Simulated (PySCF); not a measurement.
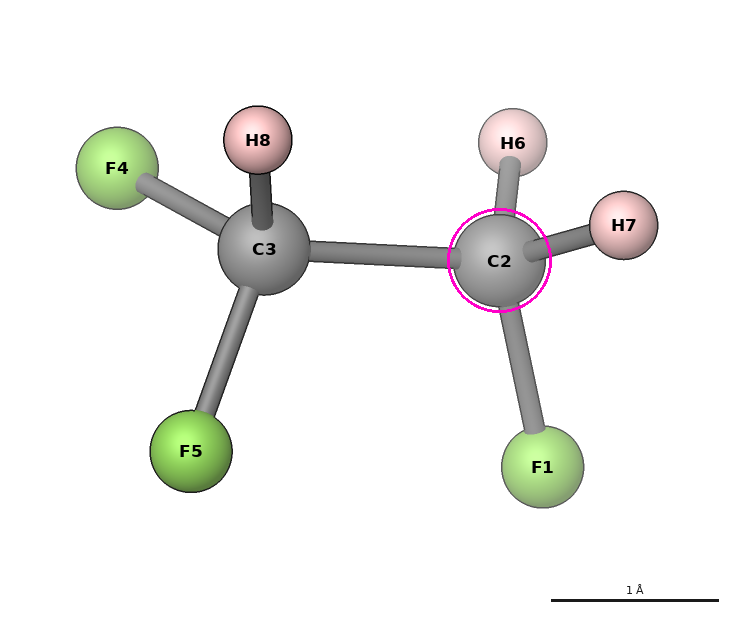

Orthographic view. Atoms fade into the background with distance from the viewer. Geometry: an image of a reaction path computed with GFN2-xTB, not a minimum.

### Which atoms are bonded to the circled atom?

The circled atom is C2; it is bonded to F1, C3, H6, H7.

### Of C2 and H7, which is nearer the viewer?

H7; the bond to C2 points away from the viewer, so it looks shorter than its 1.09 Å.

### Which atom is nearest the viewer?

H8, 1.2 Å in front of the mean position.
